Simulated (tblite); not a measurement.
# Geometry relaxation, with input and output: C₄H₅OSi₂ (charge −1)

C₄H₅OSi₂, charge −1, computed with GFN2-xTB geometry optimisation, gas phase (tblite 0.8.0).

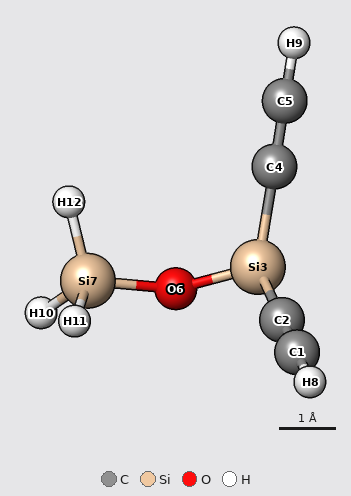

*The input geometry (ball-and-stick view, seen at a tilt; atoms are numbered from 1 in the order of the input).*

Bond lengths as drawn: C–C 1.19 to 1.21 Å, C–H 1.07 Å, C–Si 1.85 to 1.87 Å, H–Si 1.48 to 1.49 Å and O–Si 1.65 Å.

### Summary

```json
{"quantity": "outcome", "value": "converged"}
{"quantity": "total energy", "value": "−509.6792 eV"}
{"quantity": "hardware", "value": "1 CPU thread, shared host"}
{"quantity": "wall time", "value": "0.56 s"}
{"quantity": "peak memory", "value": "0.18 GiB"}
```

### Input file
```
{"job": {"xc": "GFN2-xTB", "basis": "xTB", "kind": "relax"}, "charge": -1, "multiplicity": 1}
C     -2.711900    -1.560900    -0.246400
C     -1.655600    -1.122800    -0.590500
Si     0.022000    -0.453700    -1.090900
C      1.444200    -1.431000    -0.423500
C      2.365300    -2.071100     0.034300
O      0.159300     1.179800    -0.865300
Si     0.206500     2.262600     0.385100
H     -3.662900    -1.935400     0.059600
H      3.188100    -2.632200     0.423400
H      0.368400     3.628300    -0.149600
H     -1.065000     2.189600     1.152600
H      1.342900     1.946000     1.285000
```

The first line tells a small driver script what to run in tblite; the rest is the geometry in Å.

Launch command:
```bash
OMP_NUM_THREADS=1 python <driver script> task.json out
```

### Log
```
step      E/eV     max force
  0    -508.89202    3.329
  1    -509.09807    4.124
  2    -509.21674    3.881
  3    -509.39447    1.437
  4    -509.49979    0.634
  5    -509.55357    0.923
  6    -509.57621    0.615
  7    -509.60953    1.231
  8    -509.62331    1.297
  9    -509.63972    0.453
 10    -509.65182    0.323
 11    -509.65700    0.294
 12    -509.65963    0.148
 13    -509.66125    0.146
 14    -509.66321    0.164
 15    -509.66518    0.174
 16    -509.66654    0.098
 17    -509.66716    0.078
 18    -509.66758    0.072
 19    -509.66801    0.079
 20    -509.66844    0.077
 21    -509.66884    0.065
 22    -509.66924    0.070
 23    -509.66965    0.079
 24    -509.67003    0.070
 25    -509.67028    0.050
 26    -509.67046    0.037
 27    -509.67068    0.053
 28    -509.67105    0.074
 29    -509.67156    0.105
 30    -509.67205    0.091
 31    -509.67238    0.046
 32    -509.67263    0.056
 33    -509.67299    0.085
 34    -509.67359    0.111
 35    -509.67426    0.109
 36    -509.67465    0.055
 37    -509.67477    0.028
 38    -509.67483    0.024
 39    -509.67492    0.040
 40    -509.67512    0.061
 41    -509.67548    0.074
 42    -509.67598    0.082
 43    -509.67645    0.070
 44    -509.67677    0.048
 45    -509.67701    0.049
 46    -509.67727    0.054
 47    -509.67762    0.090
 48    -509.67802    0.095
 49    -509.67838    0.058
 50    -509.67854    0.030
 51    -509.67859    0.010
 52    -509.67860    0.009
 53    -509.67861    0.011
 54    -509.67862    0.017
 55    -509.67864    0.018
 56    -509.67866    0.012
 57    -509.67867    0.009
 58    -509.67867    0.009
 59    -509.67868    0.012
 60    -509.67870    0.023
 61    -509.67875    0.035
 62    -509.67881    0.038
 63    -509.67888    0.027
 64    -509.67891    0.015
 65    -509.67893    0.014
 66    -509.67896    0.020
 67    -509.67900    0.029
 68    -509.67905    0.033
 69    -509.67908    0.017
 70    -509.67910    0.012
 71    -509.67911    0.012
 72    -509.67912    0.014
 73    -509.67915    0.020
 74    -509.67919    0.019
 75    -509.67921    0.010
 76    -509.67921    0.004
 77    -509.67921    0.004
 78    -509.67922    0.004
 79    -509.67922    0.003
 80    -509.67922    0.002
```

### Trajectory as extended XYZ (Å, eV, eV/Å), 12 frames, from step=0 to step=80
```
12
Properties=species:S:1:pos:R:3:forces:R:3 step=0 energy=-508.89202
C    -2.7119   -1.5609   -0.2464   -1.5330  -0.5760   0.5370
C    -1.6556   -1.1228   -0.5905    2.0350   0.7420   0.4710
Si    0.0220   -0.4537   -1.0909   -0.3180  -1.4560  -2.3120
C     1.4442   -1.4310   -0.4235   -0.2980   0.0470   1.0930
C     2.3653   -2.0711    0.0343    0.0870  -0.0190   0.0610
O     0.1593    1.1798   -0.8653    0.1500   2.4850   2.2100
Si    0.2065    2.2626    0.3851   -0.1570  -1.4330  -1.0750
H    -3.6629   -1.9354    0.0596    0.2110   0.0720  -0.2980
H     3.1881   -2.6322    0.4234   -0.2400   0.1770  -0.3590
H     0.3684    3.6283   -0.1496   -0.0030  -0.1850  -0.1000
H    -1.0650    2.1896    1.1526    0.2530   0.0540  -0.1060
H     1.3429    1.9460    1.2850   -0.1870   0.0930  -0.1210
12
Properties=species:S:1:pos:R:3:forces:R:3 step=7 energy=-509.60953
C    -2.6685   -1.5379   -0.2459    0.3420   0.1120  -0.0240
C    -1.5506   -1.1094   -0.4438   -0.0530  -0.0950  -0.0860
Si    0.0235   -0.5279   -1.3599   -0.0170  -0.1130   0.5010
C     1.3444   -1.4030   -0.2810   -0.9900   0.5770  -0.4500
C     2.3186   -2.0374    0.0214    0.9510  -0.6500   0.3770
O     0.1578    1.1697   -0.7955   -0.0080  -0.2740  -0.2590
Si    0.1990    2.2042    0.3717   -0.0360   0.1340   0.4770
H    -3.6313   -1.9191    0.0128    0.2720   0.1390  -0.0730
H     3.1629   -2.6067    0.3757   -0.4810   0.3590  -0.2020
H     0.3669    3.5927   -0.1604   -0.0200  -0.2460  -0.0600
H    -1.0596    2.2081    1.1751    0.2030   0.0110  -0.0980
H     1.3381    1.9661    1.3039   -0.1640   0.0470  -0.1020
12
Properties=species:S:1:pos:R:3:forces:R:3 step=14 energy=-509.66321
C    -2.6272   -1.5256   -0.2453   -0.0130  -0.0090   0.0100
C    -1.5067   -1.1142   -0.4308   -0.0170   0.0000  -0.0290
Si    0.0228   -0.5241   -1.3449   -0.0010   0.1040  -0.0220
C     1.2956   -1.3947   -0.2766    0.1420  -0.0810   0.0120
C     2.2869   -2.0215    0.0186   -0.1020   0.0630  -0.0210
O     0.1565    1.1501   -0.7898    0.0000  -0.0600  -0.1090
Si    0.1953    2.1797    0.3861   -0.0040   0.0260   0.0980
H    -3.5896   -1.8934   -0.0034   -0.0070   0.0110   0.0290
H     3.1259   -2.5711    0.3562    0.0050   0.0080   0.0310
H     0.3625    3.5343   -0.1850    0.0070   0.0140  -0.1100
H    -1.0456    2.2092    1.1803   -0.0470  -0.0340   0.0510
H     1.3248    1.9706    1.3084    0.0380  -0.0410   0.0610
12
Properties=species:S:1:pos:R:3:forces:R:3 step=21 energy=-509.66884
C    -2.6218   -1.5223   -0.2416    0.0030   0.0110  -0.0010
C    -1.5045   -1.1102   -0.4436   -0.0110   0.0010  -0.0130
Si    0.0239   -0.5098   -1.3549    0.0020   0.0500  -0.0280
C     1.2970   -1.3904   -0.2920    0.0060   0.0030  -0.0120
C     2.2812   -2.0159    0.0224    0.0090   0.0060   0.0000
O     0.1578    1.1563   -0.7918   -0.0020  -0.0210   0.0180
Si    0.1946    2.1749    0.3978    0.0060  -0.0070  -0.0440
H    -3.5838   -1.8855    0.0085   -0.0100   0.0000   0.0270
H     3.1193   -2.5618    0.3679    0.0060  -0.0010   0.0290
H     0.3625    3.5145   -0.2222   -0.0070  -0.0460   0.0450
H    -1.0494    2.1937    1.1969    0.0340  -0.0020  -0.0080
H     1.3244    1.9557    1.3266   -0.0360   0.0070  -0.0140
12
Properties=species:S:1:pos:R:3:forces:R:3 step=29 energy=-509.67156
C    -2.6193   -1.5098   -0.2379    0.0200   0.0000   0.0040
C    -1.5051   -1.1060   -0.4705    0.0130  -0.0110  -0.0040
Si    0.0252   -0.5058   -1.3846   -0.0080  -0.0260  -0.0120
C     1.3011   -1.3866   -0.3204   -0.0490   0.0110  -0.0140
C     2.2804   -2.0024    0.0249    0.0130  -0.0160   0.0150
O     0.1587    1.1468   -0.7998    0.0020   0.0530   0.0530
Si    0.1929    2.1554    0.3983    0.0230   0.0570  -0.0850
H    -3.5741   -1.8729    0.0410    0.0030   0.0170   0.0060
H     3.1079   -2.5455    0.4006    0.0050   0.0150   0.0070
H     0.3609    3.4976   -0.2161   -0.0070  -0.0400   0.0350
H    -1.0422    2.1816    1.2042   -0.0360  -0.0270  -0.0010
H     1.3148    1.9469    1.3342    0.0200  -0.0320  -0.0040
12
Properties=species:S:1:pos:R:3:forces:R:3 step=36 energy=-509.67465
C    -2.6028   -1.4952   -0.2268   -0.0020   0.0090   0.0090
C    -1.4919   -1.1170   -0.5094   -0.0120   0.0070   0.0120
Si    0.0262   -0.5014   -1.4315    0.0190   0.0000   0.0070
C     1.2880   -1.3965   -0.3610    0.0160   0.0020   0.0080
C     2.2658   -1.9840    0.0343   -0.0080   0.0150   0.0080
O     0.1609    1.1444   -0.8101    0.0020   0.0050  -0.0340
Si    0.1927    2.1400    0.3969   -0.0130  -0.0470   0.0260
H    -3.5537   -1.8332    0.0932   -0.0020  -0.0020  -0.0050
H     3.0912   -2.5001    0.4514   -0.0080   0.0040  -0.0120
H     0.3588    3.4910   -0.1859    0.0030   0.0230  -0.0070
H    -1.0512    2.1427    1.1954    0.0160  -0.0080  -0.0070
H     1.3172    1.9086    1.3274   -0.0110  -0.0080  -0.0060
12
Properties=species:S:1:pos:R:3:forces:R:3 step=43 energy=-509.67645
C    -2.5937   -1.4717   -0.2052   -0.0010  -0.0070  -0.0280
C    -1.4877   -1.1046   -0.5198    0.0120   0.0260   0.0000
Si    0.0320   -0.4995   -1.4544   -0.0690   0.0080   0.0090
C     1.2860   -1.3853   -0.3716   -0.0170   0.0350   0.0240
C     2.2570   -1.9581    0.0575    0.0360  -0.0230  -0.0270
O     0.1652    1.1566   -0.8549   -0.0020  -0.0090   0.0120
Si    0.1898    2.1115    0.3863    0.0060   0.0110  -0.0060
H    -3.5445   -1.8090    0.1179    0.0210   0.0150   0.0060
H     3.0836   -2.4718    0.4719    0.0210  -0.0080   0.0310
H     0.3563    3.4812   -0.1577   -0.0030  -0.0170   0.0050
H    -1.0509    2.0922    1.1867   -0.0120  -0.0150  -0.0150
H     1.3079    1.8579    1.3172    0.0090  -0.0160  -0.0120
12
Properties=species:S:1:pos:R:3:forces:R:3 step=50 energy=-509.67854
C    -2.5895   -1.4523   -0.2005   -0.0010   0.0090   0.0010
C    -1.4861   -1.0784   -0.5152   -0.0020  -0.0060   0.0050
Si    0.0295   -0.4969   -1.4643    0.0140  -0.0020   0.0000
C     1.2879   -1.3597   -0.3632    0.0030  -0.0030  -0.0040
C     2.2581   -1.9390    0.0612   -0.0010   0.0100  -0.0010
O     0.1672    1.1682   -0.8956   -0.0010  -0.0030   0.0140
Si    0.1880    2.0836    0.3758    0.0060   0.0250  -0.0160
H    -3.5346   -1.7831    0.1425   -0.0110  -0.0020   0.0000
H     3.0792   -2.4456    0.4973   -0.0020   0.0020  -0.0030
H     0.3532    3.4688   -0.1287   -0.0010  -0.0220   0.0090
H    -1.0570    2.0348    1.1669   -0.0100  -0.0050  -0.0010
H     1.3052    1.7989    1.2977    0.0050  -0.0040  -0.0040
12
Properties=species:S:1:pos:R:3:forces:R:3 step=58 energy=-509.67867
C    -2.5906   -1.4465   -0.1984   -0.0010  -0.0040  -0.0010
C    -1.4856   -1.0791   -0.5155    0.0000  -0.0010   0.0010
Si    0.0299   -0.4973   -1.4660   -0.0010  -0.0030   0.0000
C     1.2887   -1.3585   -0.3651    0.0010  -0.0010   0.0000
C     2.2600   -1.9332    0.0626    0.0000  -0.0030   0.0000
O     0.1673    1.1671   -0.8969   -0.0020  -0.0010  -0.0010
Si    0.1875    2.0806    0.3756    0.0020   0.0030  -0.0030
H    -3.5356   -1.7782    0.1445   -0.0050   0.0070  -0.0010
H     3.0794   -2.4411    0.5002    0.0060   0.0050   0.0000
H     0.3534    3.4657   -0.1247   -0.0010  -0.0030   0.0020
H    -1.0598    2.0277    1.1636    0.0020   0.0000   0.0020
H     1.3066    1.7921    1.2940   -0.0020   0.0000   0.0030
12
Properties=species:S:1:pos:R:3:forces:R:3 step=65 energy=-509.67893
C    -2.5989   -1.4375   -0.1982   -0.0020   0.0090  -0.0060
C    -1.4868   -1.0865   -0.5094   -0.0030  -0.0040  -0.0020
Si    0.0266   -0.5072   -1.4644    0.0050  -0.0030   0.0030
C     1.2958   -1.3586   -0.3678   -0.0080  -0.0090   0.0070
C     2.2707   -1.9245    0.0632    0.0060   0.0030  -0.0050
O     0.1629    1.1579   -0.8971    0.0060   0.0050   0.0000
Si    0.1871    2.0709    0.3758   -0.0050  -0.0060  -0.0010
H    -3.5528   -1.7507    0.1377    0.0010  -0.0030   0.0050
H     3.0974   -2.4212    0.5000    0.0010   0.0030  -0.0010
H     0.3531    3.4559   -0.1224    0.0010   0.0070  -0.0060
H    -1.0610    2.0177    1.1623    0.0040   0.0010   0.0080
H     1.3069    1.7831    1.2942   -0.0070  -0.0030  -0.0010
12
Properties=species:S:1:pos:R:3:forces:R:3 step=72 energy=-509.67912
C    -2.6069   -1.4274   -0.2011   -0.0040   0.0000   0.0010
C    -1.4884   -1.0920   -0.5070   -0.0010   0.0070  -0.0080
Si    0.0263   -0.5154   -1.4617   -0.0020   0.0030  -0.0010
C     1.2969   -1.3637   -0.3653    0.0050  -0.0070   0.0090
C     2.2812   -1.9170    0.0612   -0.0040   0.0020  -0.0010
O     0.1620    1.1519   -0.8973   -0.0010  -0.0120  -0.0040
Si    0.1854    2.0643    0.3757    0.0020   0.0140   0.0010
H    -3.5639   -1.7322    0.1342    0.0040   0.0000   0.0010
H     3.1122   -2.4059    0.4984    0.0040   0.0020  -0.0030
H     0.3528    3.4495   -0.1248   -0.0030  -0.0070   0.0040
H    -1.0599    2.0119    1.1666   -0.0040   0.0020  -0.0010
H     1.3035    1.7753    1.2951    0.0040  -0.0020   0.0000
12
Properties=species:S:1:pos:R:3:forces:R:3 step=80 energy=-509.67922
C    -2.6109   -1.4213   -0.2022   -0.0010  -0.0010   0.0000
C    -1.4919   -1.0908   -0.5113    0.0000   0.0000  -0.0010
Si    0.0277   -0.5201   -1.4612    0.0000  -0.0010   0.0000
C     1.2953   -1.3688   -0.3611    0.0000   0.0010   0.0000
C     2.2863   -1.9130    0.0618    0.0000   0.0000   0.0000
O     0.1613    1.1465   -0.8963    0.0010   0.0010   0.0000
Si    0.1848    2.0601    0.3762    0.0000   0.0010   0.0010
H    -3.5683   -1.7222    0.1347   -0.0010  -0.0010   0.0010
H     3.1228   -2.3952    0.4961    0.0010   0.0000   0.0000
H     0.3512    3.4447   -0.1243    0.0010   0.0000   0.0000
H    -1.0608    2.0095    1.1671    0.0000  -0.0020  -0.0010
H     1.3037    1.7698    1.2944    0.0000   0.0010   0.0000
```
